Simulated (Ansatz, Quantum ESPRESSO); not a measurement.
# Hf2COF MXene, 1 layer in an electric field, part 4 of 6

How does Hf2COF MXene, 1 layer respond to a gate-like field without added charge?

Quantum ESPRESSO 7.5; plane-wave DFT, PBE, GBRV ultrasoft pseudopotentials; geometry and cross-check by Ansatz 0.2.0 with PAW datasets.

So far. Step 6 (SCF with pw.x: field 0.1 V/Å): The dipole goes from -0.0912 to -0.0630 e Å, 0.2821 e Å per V/Å. Step 7 (Potential by pp.x): The slope in the vacuum is 0.100 eV/Å for an applied 0.10 V/Å, as it should be.

### 8. Ground state: field 0.2 V/Å

The input, f2.in:

```
&control
  prefix = 'f2'
  outdir = './out'
  pseudo_dir = './pseudo'
  calculation = 'scf'
  tprnfor = .true.
  tefield = .true.
  dipfield = .true.
/
&system
  ibrav = 0
  nat = 5
  ntyp = 4
  ecutwfc = 40
  ecutrho = 200
  occupations = 'smearing'
  smearing = 'fd'
  degauss = 0.004
  edir = 3
  emaxpos = 0.97
  eopreg = 0.04
  eamp = 0.00388938
/
&electrons
  conv_thr = 1e-09
  mixing_beta = 0.4
  electron_maxstep = 120
  mixing_mode = 'plain'
  startingpot = 'file'
/
ATOMIC_SPECIES
  F   18.9984  f_pbe_v1.4.uspp.F.UPF
  Hf  178.4900  hf_pbe_v1.uspp.F.UPF
  C   12.0110  c_pbe_v1.2.uspp.F.UPF
  O   15.9990  o_pbe_v1.2.uspp.F.UPF
CELL_PARAMETERS angstrom
  3.26124157920203 -0.00000000000000 -0.00000000000000
  -1.63062078960102 2.82431805546704 -0.00000000000000
  -0.00000000000000 -0.00000000000000 21.77181459960000
ATOMIC_POSITIONS crystal
  F   0.333333333333 0.666666666667 0.380451953493
  Hf  0.666666666667 0.333333333333 0.441791950104
  C   0.000000000000 0.000000000000 0.496993330134
  Hf  0.333333333333 0.666666666667 0.561804036658
  O   0.666666666667 0.333333333333 0.606479370412
K_POINTS automatic
  12 12 1 0 0 0
```

Run with:

```sh
cp -r out/f0.save out/f2.save
OMP_NUM_THREADS=1 mpirun -n 4 pw.x -nk 4 -in f2.in > f2.out
```

What it wrote:

```text
[banner, memory and clock lines left out]
Program PWSCF v.7.5 starts
[...]
number of electrons       =        41.00
     number of Kohn-Sham states=           25
     kinetic-energy cutoff     =      40.0000  Ry
     charge density cutoff     =     200.0000  Ry
[...]
number of k points=    74  Fermi-Dirac smearing, width (Ry)=  0.0040
[...]
Dense  grid:    64601 G-vectors     FFT dimensions: (  27,  27, 192)
[...]
The initial density is read from file :
[...]
negative rho (up, down):  2.194E-01 0.000E+00
[...]
Starting wfcs are   38 randomized atomic wfcs
[...]
negative rho (up, down):  2.193E-01 0.000E+00
[...]
estimated scf accuracy    <       0.04232511 Ry
[...]
negative rho (up, down):  2.194E-01 0.000E+00
[...]
estimated scf accuracy    <       0.57551731 Ry
[...]
negative rho (up, down):  2.194E-01 0.000E+00
[...]
estimated scf accuracy    <       0.00057975 Ry
[...]
negative rho (up, down):  2.194E-01 0.000E+00
[...]
estimated scf accuracy    <       0.00001826 Ry
[...]
negative rho (up, down):  2.194E-01 0.000E+00
[...]
estimated scf accuracy    <       0.00000413 Ry
[...]
negative rho (up, down):  2.194E-01 0.000E+00
[...]
estimated scf accuracy    <       0.00000079 Ry
[...]
negative rho (up, down):  2.194E-01 0.000E+00
[...]
estimated scf accuracy    <       0.00000035 Ry
[...]
negative rho (up, down):  2.194E-01 0.000E+00
[...]
estimated scf accuracy    <       0.00000004 Ry
[...]
negative rho (up, down):  2.194E-01 0.000E+00
[...]
estimated scf accuracy    <          6.1E-09 Ry
[...]
negative rho (up, down):  2.194E-01 0.000E+00
[...]
estimated scf accuracy    <          1.1E-09 Ry
[...]
negative rho (up, down):  2.194E-01 0.000E+00
[...]
Computed dipole along edir(3) :
        Dipole               -0.0657 Ry au,         -0.1671 Debye
        Dipole field         -0.0006 Ry au,
        E field amplitude [Ha a.u.]:  3.8894E-03
        Potential amp.        0.3555 Ry
        Total length         39.4971 bohr
[...]
the Fermi energy is     1.5947 ev
!    total energy              =    -410.84052975 Ry
     estimated scf accuracy    <          2.4E-10 Ry
     smearing contrib. (-TS)   =      -0.00128530 Ry
     internal energy E=F+TS    =    -410.83924445 Ry
[...]
one-electron contribution =   -2329.46801995 Ry
     hartree contribution      =    1168.07570403 Ry
     xc contribution           =    -171.95777597 Ry
     ewald contribution        =     922.51029598 Ry
     electric field correction =       0.00055145 Ry
     convergence has been achieved in  11 iterations
     negative rho (up, down):  2.194E-01 0.000E+00
[...]
Total force =     0.009399     Total SCF correction =     0.000071
[...]
```

Wall time 69 s (4 MPI ranks of Arm Neoverse V1, shared host); peak memory 0.96 GiB; 4.6 min of CPU time.

Numbers from this step:

* free energy: -5589.7702 eV
* energy at zero smearing: -5589.7614 eV
* Fermi energy: 1.595 eV
* dipole along the normal: -0.03479 e·Å

The dipole goes from -0.0912 to -0.0348 e Å, 0.2822 e Å per V/Å.

### 9. Electrostatic potential

The input, f2.pot.in:

```
&inputpp
  prefix = 'f2'
  outdir = './out'
  filplot = 'f2.pot.dat'
  plot_num = 11
/
```

Run with:

```sh
OMP_NUM_THREADS=1 mpirun -n 4 pp.x -in f2.pot.in > f2.pot.out
```

Run time: 1.2 s. Hardware: 4 MPI ranks; peak memory 0.14 GiB; 4.4 s of CPU time.

Numbers from this step:

| Property | Result |
| --- | --- |
| slope of the potential above | 0.2000 eV/Å |
| upper vacuum line continued to the top atoms, over the Fermi level | 5.007 eV |
| slope of the potential below | 0.1999 eV/Å |
| lower vacuum line continued to the bottom atoms, over the Fermi level | 3.339 eV |

The slope in the vacuum is 0.200 eV/Å for an applied 0.20 V/Å, as it should be.

### 10. Bands along a path: field 0.2 V/Å

The input, f2.bands.in:

```
&control
  prefix = 'f2.bands'
  outdir = './out'
  pseudo_dir = './pseudo'
  calculation = 'bands'
  tefield = .true.
  dipfield = .true.
/
&system
  ibrav = 0
  nat = 5
  ntyp = 4
  ecutwfc = 40
  ecutrho = 200
  occupations = 'smearing'
  smearing = 'fd'
  degauss = 0.004
  edir = 3
  emaxpos = 0.97
  eopreg = 0.04
  eamp = 0.00388938
  nbnd = 26
/
&electrons
  conv_thr = 1e-07
  mixing_beta = 0.4
  electron_maxstep = 120
  mixing_mode = 'local-TF'
/
ATOMIC_SPECIES
  F   18.9984  f_pbe_v1.4.uspp.F.UPF
  Hf  178.4900  hf_pbe_v1.uspp.F.UPF
  C   12.0110  c_pbe_v1.2.uspp.F.UPF
  O   15.9990  o_pbe_v1.2.uspp.F.UPF
CELL_PARAMETERS angstrom
  3.26124157920203 -0.00000000000000 -0.00000000000000
  -1.63062078960102 2.82431805546704 -0.00000000000000
  -0.00000000000000 -0.00000000000000 21.77181459960000
ATOMIC_POSITIONS crystal
  F   0.333333333333 0.666666666667 0.380451953493
  Hf  0.666666666667 0.333333333333 0.441791950104
  C   0.000000000000 0.000000000000 0.496993330134
  Hf  0.333333333333 0.666666666667 0.561804036658
  O   0.666666666667 0.333333333333 0.606479370412
K_POINTS crystal_b
4
  0.0000000000 0.0000000000 0.0000000000 14
  0.5000000000 0.0000000000 0.0000000000 14
  0.3333333333 0.3333333333 0.0000000000 14
  0.0000000000 0.0000000000 0.0000000000 1
```

Run with:

```sh
cp -r out/f2.save out/f2.bands.save
cp out/f2.xml out/f2.bands.xml
OMP_NUM_THREADS=1 mpirun -n 4 pw.x -nk 4 -in f2.bands.in > f2.bands.out
```

What it wrote:

```text
[banner, memory and clock lines left out]
Program PWSCF v.7.5 starts
[citation notice left out]

[...]
bravais-lattice index     =            0
     lattice parameter (alat)  =       6.1629  a.u.
     unit-cell volume          =    1353.2804 (a.u.)^3
     number of atoms/cell      =            5
     number of atomic types    =            4
     number of electrons       =        41.00
     number of Kohn-Sham states=           26
     kinetic-energy cutoff     =      40.0000  Ry
     charge density cutoff     =     200.0000  Ry
     Exchange-correlation= SLA  PW   PBE  PBE
                           (   1   4   3   4   0   0   0)

[...]
PseudoPot. # 1 for F  read from file:
     ./pseudo/f_pbe_v1.4.uspp.F.UPF
     Pseudo is Ultrasoft, Zval =  7.0
     Generated by new atomic code, or converted to UPF format
     Using radial grid of  799 points,  4 beta functions with:
                l(1) =   0
                l(2) =   0
                l(3) =   1
                l(4) =   1
     Q(r) pseudized with  8 coefficients,  rinner =    0.950   0.950   0.950

     PseudoPot. # 2 for Hf read from file:
     ./pseudo/hf_pbe_v1.uspp.F.UPF
     Pseudo is Ultrasoft + core correction, Zval = 12.0
     Generated by new atomic code, or converted to UPF format
     Using radial grid of  921 points,  8 beta functions with:
                l(1) =   0
                l(2) =   0
                l(3) =   0
                l(4) =   1
                l(5) =   1
                l(6) =   2
                l(7) =   2
                l(8) =   3
     Q(r) pseudized with  6 coefficients,  rinner =    1.200   1.200   1.200
                                                       1.200   1.200   1.200
                                                       1.200

     PseudoPot. # 3 for C  read from file:
     ./pseudo/c_pbe_v1.2.uspp.F.UPF
     Pseudo is Ultrasoft + core correction, Zval =  4.0
     Generated by new atomic code, or converted to UPF format
     Using radial grid of  721 points,  4 beta functions with:
                l(1) =   0
                l(2) =   0
                l(3) =   1
                l(4) =   1
     Q(r) pseudized with  8 coefficients,  rinner =    1.100   1.100   1.100

     PseudoPot. # 4 for O  read from file:
     ./pseudo/o_pbe_v1.2.uspp.F.UPF
     Pseudo is Ultrasoft + core correction, Zval =  6.0
     Generated by new atomic code, or converted to UPF format
     Using radial grid of  737 points,  5 beta functions with:
                l(1) =   0
                l(2) =   0
                l(3) =   1
                l(4) =   1
                l(5) =   2
     Q(r) pseudized with  8 coefficients,  rinner =    0.900   0.900   0.900
                                                       0.900   0.900

     atomic species   valence    mass     pseudopotential
     F                 7.00    18.99840     F ( 1.00)
     Hf               12.00   178.49000     Hf( 1.00)
     C                 4.00    12.01100     C ( 1.00)
     O                 6.00    15.99900     O ( 1.00)

     No symmetry found

[...]
number of k points=    43  Fermi-Dirac smearing, width (Ry)=  0.0040
[...]
Dense  grid:    64601 G-vectors     FFT dimensions: (  27,  27, 192)

     Smooth grid:    46413 G-vectors     FFT dimensions: (  25,  25, 180)

     Check: negative core charge=   -0.000017

     The potential is recalculated from file :
     ./out/f2.bands.save/charge-density

     negative rho (up, down):  2.194E-01 0.000E+00

     Adding external electric field

     Computed dipole along edir(3) :
        Dipole               -0.0657 Ry au,         -0.1671 Debye
        Dipole field         -0.0006 Ry au,

        E field amplitude [Ha a.u.]:  3.8894E-03
        Potential amp.        0.3555 Ry
        Total length         39.4971 bohr

     Starting wfcs are   38 randomized atomic wfcs

     Band Structure Calculation
     Davidson diagonalization with overlap

     ethr =  2.44E-10,  avg # of iterations = 44.3

     End of band structure calculation

          k = 0.0000 0.0000 0.0000 (  5831 PWs)   bands (ev):

   -61.3459 -60.8621 -30.3072 -29.8355 -29.8355 -29.6321 -29.3214 -29.3214
   -24.6635 -17.3557 -10.3284  -6.6404  -6.2165  -6.2165  -4.3118  -3.6675
    -3.6675  -1.8844  -0.8012  -0.8012   2.4144   2.5063   2.5063   2.8850
     3.2778   4.5198

          k = 0.0357 0.0206 0.0000 (  5801 PWs)   bands (ev):

   -61.3455 -60.8617 -30.3046 -29.8452 -29.8371 -29.6300 -29.3296 -29.3230
   -24.6615 -17.3478 -10.3185  -6.6400  -6.2234  -6.2163  -4.2984  -3.6783
    -3.6567  -1.8618  -0.8649  -0.8137   2.3158   2.5265   2.6053   2.8900
     3.2809   4.5018

[...]
```

It took 24 s on 4 MPI ranks; peak memory 0.37 GiB; 95 s of CPU time.

Band numbers count within the set of bands kept for display. Electronic bands along the path, in eV, zero at the Fermi level; # counts the bands kept:

| point | #5 | #6 | #7 | #8 | #9 | #10 | #11 | #12 |
| --- | --- | --- | --- | --- | --- | --- | --- | --- |
| Γ | -5.26 | -3.48 | -2.40 | -2.40 | 0.82 | 0.91 | 0.91 | 1.29 |
| M | -4.53 | -4.11 | -3.69 | -2.74 | -0.71 | 2.42 | 3.29 | 3.97 |
| K | -4.92 | -3.98 | -3.68 | -3.44 | 0.92 | 1.70 | 2.06 | 3.37 |
| Γ | -5.26 | -3.48 | -2.40 | -2.40 | 0.82 | 0.91 | 0.91 | 1.29 |

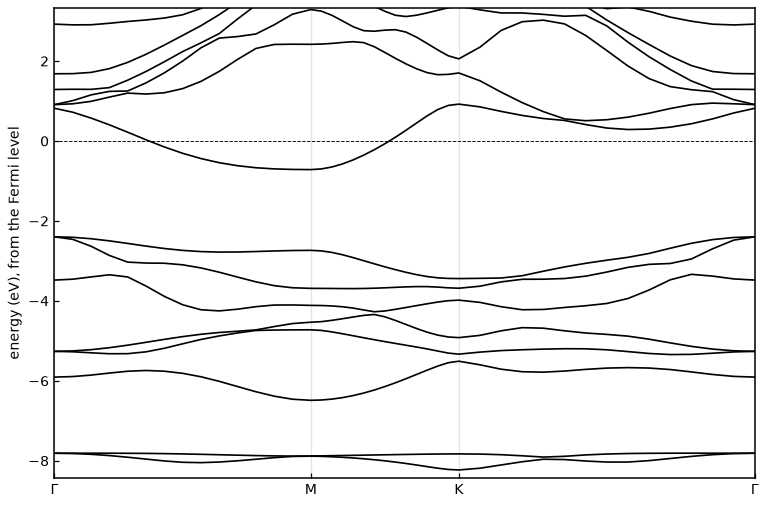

Electronic bands along the path.

Upper empty bands that drop with the field can be states of the vacuum, held by the sawtooth; they depend on the cell's width.

### 11. Ground state: field 0.4 V/Å

f3.in, as its differences from the input of step 8:

```diff
@@ -1,3 +1,3 @@
 &control
-  prefix = 'f2'
+  prefix = 'f3'
   outdir = './out'
@@ -21,3 +21,3 @@
   eopreg = 0.04
-  eamp = 0.00388938
+  eamp = 0.00777876
 /
```

Run with:

```sh
cp -r out/f0.save out/f3.save
OMP_NUM_THREADS=1 mpirun -n 4 pw.x -nk 4 -in f3.in > f3.out
```

What it wrote:

```text
[banner, memory and clock lines left out]
Program PWSCF v.7.5 starts
[...]
number of electrons       =        41.00
     number of Kohn-Sham states=           25
     kinetic-energy cutoff     =      40.0000  Ry
     charge density cutoff     =     200.0000  Ry
[...]
number of k points=    74  Fermi-Dirac smearing, width (Ry)=  0.0040
[...]
Dense  grid:    64601 G-vectors     FFT dimensions: (  27,  27, 192)
[...]
The initial density is read from file :
[...]
negative rho (up, down):  2.194E-01 0.000E+00
[...]
Starting wfcs are   38 randomized atomic wfcs
[...]
negative rho (up, down):  2.192E-01 0.000E+00
[...]
estimated scf accuracy    <       0.46280358 Ry
[...]
negative rho (up, down):  2.192E-01 0.000E+00
[...]
estimated scf accuracy    <       4.49450521 Ry
[...]
negative rho (up, down):  2.192E-01 0.000E+00
[...]
estimated scf accuracy    <       0.05314865 Ry
[...]
negative rho (up, down):  2.193E-01 0.000E+00
[...]
estimated scf accuracy    <       0.01550895 Ry
[...]
negative rho (up, down):  2.193E-01 0.000E+00
[...]
estimated scf accuracy    <       0.01052349 Ry
[...]
negative rho (up, down):  2.193E-01 0.000E+00
[...]
estimated scf accuracy    <       0.00721931 Ry
[...]
negative rho (up, down):  2.192E-01 0.000E+00
[...]
estimated scf accuracy    <       0.00526671 Ry
[...]
negative rho (up, down):  2.192E-01 0.000E+00
[...]
estimated scf accuracy    <       0.00167995 Ry
[...]
negative rho (up, down):  2.192E-01 0.000E+00
[...]
estimated scf accuracy    <       0.00045637 Ry
[...]
negative rho (up, down):  2.194E-01 0.000E+00
[...]
estimated scf accuracy    <       0.00008391 Ry
[...]
negative rho (up, down):  2.193E-01 0.000E+00
[...]
estimated scf accuracy    <       0.00000046 Ry
[...]
negative rho (up, down):  2.193E-01 0.000E+00
[...]
estimated scf accuracy    <       0.00000032 Ry
[...]
negative rho (up, down):  2.194E-01 0.000E+00
[...]
estimated scf accuracy    <       0.00000008 Ry
[...]
negative rho (up, down):  2.194E-01 0.000E+00
[...]
estimated scf accuracy    <       0.00000002 Ry
[...]
negative rho (up, down):  2.194E-01 0.000E+00
[...]
estimated scf accuracy    <          5.1E-09 Ry
[...]
negative rho (up, down):  2.194E-01 0.000E+00
[...]
Computed dipole along edir(3) :
        Dipole                0.0422 Ry au,          0.1073 Debye
        Dipole field          0.0004 Ry au,
        E field amplitude [Ha a.u.]:  7.7788E-03
        Potential amp.        0.5835 Ry
        Total length         39.4971 bohr
[...]
the Fermi energy is     1.6216 ev
!    total energy              =    -410.84043530 Ry
     estimated scf accuracy    <          9.4E-10 Ry
     smearing contrib. (-TS)   =      -0.00130531 Ry
     internal energy E=F+TS    =    -410.83912999 Ry
[...]
one-electron contribution =   -2329.48508677 Ry
     hartree contribution      =    1168.09413442 Ry
     xc contribution           =    -171.95783363 Ry
     ewald contribution        =     922.51029598 Ry
     electric field correction =      -0.00063999 Ry
     convergence has been achieved in  16 iterations
     negative rho (up, down):  2.194E-01 0.000E+00
[...]
Total force =     0.015381     Total SCF correction =     0.000090
[...]
```

It took 93 s on 4 MPI ranks; peak memory 0.97 GiB; 6.2 min of CPU time.

Numbers from this step:

| Property | Result |
| --- | --- |
| free energy | -5589.7689 eV |
| energy at zero smearing | -5589.7600 eV |
| Fermi energy | 1.622 eV |
| dipole along the normal | 0.02234 e·Å |

The dipole goes from -0.0912 to 0.0223 e Å, 0.2839 e Å per V/Å.

### 12. Electrostatic potential

The input, f3.pot.in:

```
&inputpp
  prefix = 'f3'
  outdir = './out'
  filplot = 'f3.pot.dat'
  plot_num = 11
/
```

Run with:

```sh
OMP_NUM_THREADS=1 mpirun -n 4 pp.x -in f3.pot.in > f3.pot.out
```

It took 1.2 s on 4 MPI ranks; peak memory 0.14 GiB.

Numbers from this step:

| Quantity | Value |
| --- | --- |
| slope of the potential above | 0.4000 eV/Å |
| upper vacuum line continued to the top atoms, over the Fermi level | 4.919 eV |
| slope of the potential below | 0.3991 eV/Å |
| lower vacuum line continued to the bottom atoms, over the Fermi level | 3.383 eV |

The slope in the vacuum is 0.400 eV/Å for an applied 0.40 V/Å, as it should be.

Each curve counts from the Fermi level of its own run.

The potential energy (potential at 0 V/Å) oscillates, so the rows of the table below give means over windows of 2 Å about each position, cut where the curve ends. Its maxima inside the range that stand out by 2 % of the span (Å: eV): 8.7: -7.25, 10.2: -8.08, 11.3: -5.81, 17.3: 5.10. Its minima: 8.4: -8.25, 9.3: -8.90, 10.8: -9.32, 13.0: -11.0.

The runs together. Table of potential energy by z; means over each step:

| z (Å) | potential at 0 V/Å (eV) | potential at 0.1 V/Å (eV) | potential at 0.2 V/Å (eV) | potential at 0.4 V/Å (eV) |
| --- | --- | --- | --- | --- |
| 0 | 3.36 | 2.64 | 1.92 | 0.506 |
| 2 | 3.31 | 2.69 | 2.08 | 0.875 |
| 4 | 3.31 | 2.89 | 2.48 | 1.67 |
| 6 | 3.29 | 3.07 | 2.86 | 2.44 |
| 8 | -2.90 | -2.95 | -3.00 | -3.10 |
| 10 | -8.52 | -8.52 | -8.52 | -8.52 |
| 12 | -7.77 | -7.76 | -7.76 | -7.74 |
| 14 | 0.381 | 0.442 | 0.504 | 0.627 |
| 16 | 5.09 | 5.32 | 5.56 | 6.03 |
| 18 | 5.10 | 5.53 | 5.97 | 6.84 |
| 20 | 5.10 | 5.73 | 6.37 | 7.64 |

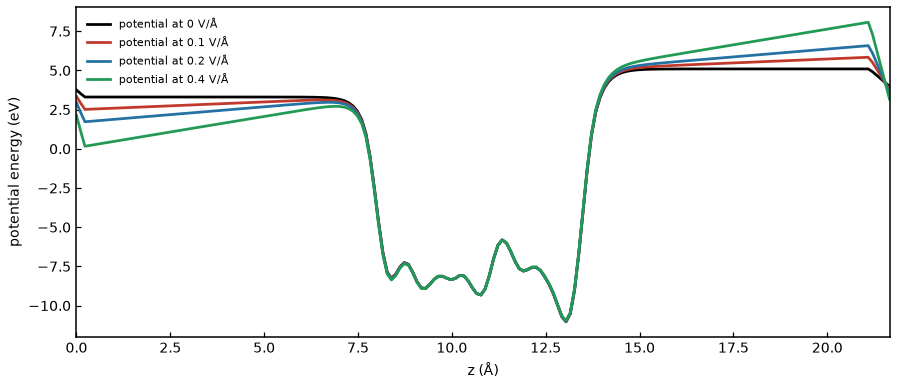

Potential energy, plotted against z.

(Part 4 of 6 ends here.)

[Logs are printed without paths, hosts, clocks, repeated set-up lines and the standing remarks that a program may print on its own settings, such as how far it seeks lower states.]

[Hosts, paths, dates, database ids (printed as entryN), source tags and the programs' standing remarks are cut or masked in the printed files.]

[Maps of the electrostatic potential energy from Ansatz leave out the sawtooth potential of an applied field or a dipole correction, so their vacuum need not be flat; planar profiles and work functions include it.]
